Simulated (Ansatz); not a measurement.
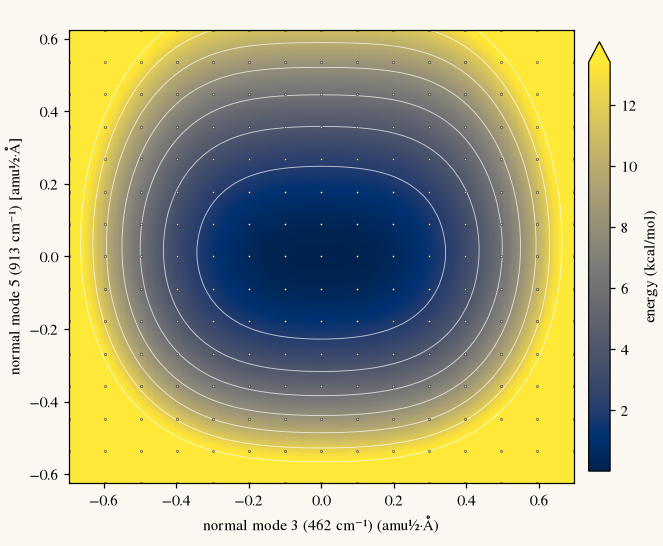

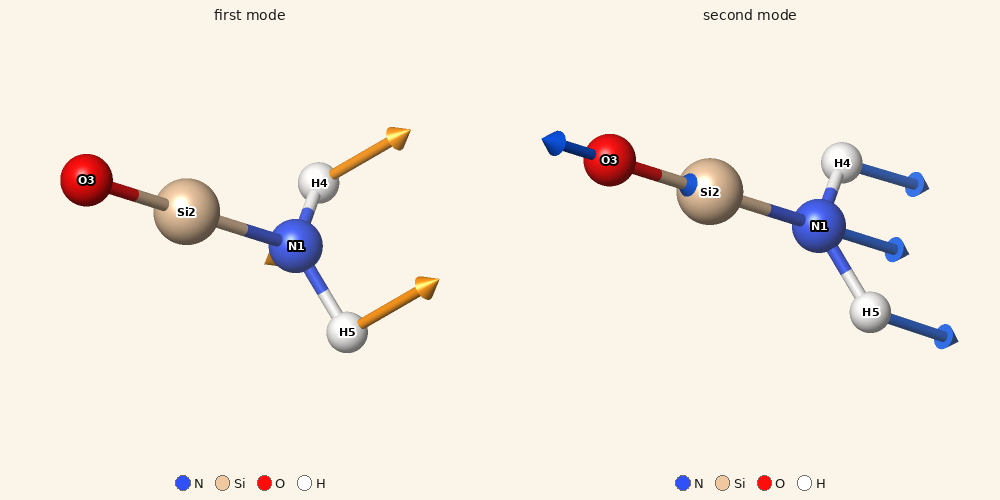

Energy landscape of H2NOSi, SMILES N[Si+]=O, charge +1. The first coordinate is: normal mode 3 (462 cm⁻¹); the second: normal mode 5 (913 cm⁻¹). Nothing is relaxed (straight displacements along the two mass-weighted modes). Grid: 15 × 15 points; 120 points were computed and 105 follow by symmetry. Energies are in kcal/mol, from the lowest grid point. Method: RKS PBE0-D4/def2-TZVP (Ansatz 0.2.0).

In the figure: a smooth colour map with a few white contour lines, dots at the grid points, one colour for all values above the top of the scale. Between grid points the surface is interpolated. The second picture is the structure at the lowest point

Summarise what can be read from the map.

Answer. The lowest grid point is at normal mode 3 (462 cm⁻¹) = 0.000 amu½·Å, normal mode 5 (913 cm⁻¹) = 0.000 amu½·Å. It is the only kind of minimum in the scanned range. The highest grid point, normal mode 3 (462 cm⁻¹) = −0.695 amu½·Å, normal mode 5 (913 cm⁻¹) = −0.625 amu½·Å, lies 35.1 kcal/mol above the lowest.

The whole map (120 points run) took 4.4 min on 1 thread of Intel(R) Xeon(R) Platinum 8375C CPU @ 2.90GHz (Ice Lake), with other jobs on the host.
